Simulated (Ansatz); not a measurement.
Input file:

```
crystal:
  periodic: [false, false, false]
  atoms:
    - { symbol: W, position_ang: [-0.405257, 0.278669, -0.3093] }
    - { symbol: H, position_ang: [-0.649959, -0.103821, 2.583213] }
    - { symbol: H, position_ang: [1.139065, 0.227067, 0.422039] }
    - { symbol: H, position_ang: [0.920891, 1.045909, -1.073869] }
    - { symbol: Cl, position_ang: [-2.038003, -1.327729, -0.988121] }
    - { symbol: H, position_ang: [0.080931, -1.199341, 0.371605] }
    - { symbol: H, position_ang: [-0.480719, 0.426299, -1.988765] }
    - { symbol: O, position_ang: [-1.354827, 1.690985, 0.547793] }
    - { symbol: H, position_ang: [-1.996107, 1.658923, 1.287098] }
    - { symbol: H, position_ang: [-0.745915, 0.581738, 2.380107] }
basis:
  gaussian: { orbitals: def2-SVP }
hamiltonian:
  xc: blyp
relax:
  f_tol: 0.03
  max_steps: 50
output:
  orbitals: {}
```

Launched as:

```sh
ansatz run input.yaml --threads 2 --pin off --max-ram 3072MiB --backend cpu --events-out ev --progress --plain --runs-dir out
```

The fields are those of the run's last geometry, not of the input's.

Core potentials replace the inner electrons of W.

Theory: Ansatz, RKS BLYP/def2-SVP.

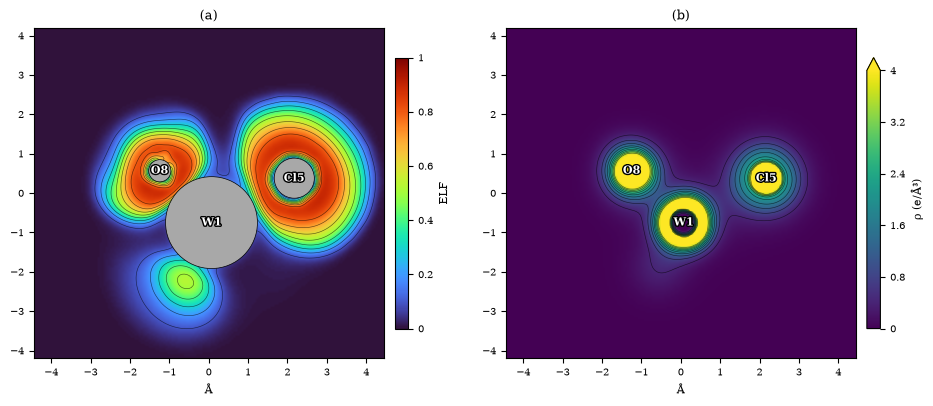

ClH₅OW···H₂. (a) ELF; (b) electron density on the plane of atoms Cl5, W1 and O8. Grey discs cover the atomic cores in the ELF map.

> Describe what can be read from this map.

- The plane passes through W, Cl and O nuclei.
- W–O (1.86 Å): the density is about 1.1 e/Å³ at the midpoint; the ELF peaks at about 0.85 in the valence shell of O, 0.6 Å from its nucleus, and drops to about 0.25 between the two atoms.
- W–Cl (2.39 Å): the density is about 0.56 e/Å³ at the midpoint; the ELF peaks at about 0.85 in the valence shell of Cl, 0.8 Å from its nucleus, and is about 0.35 at the midpoint.
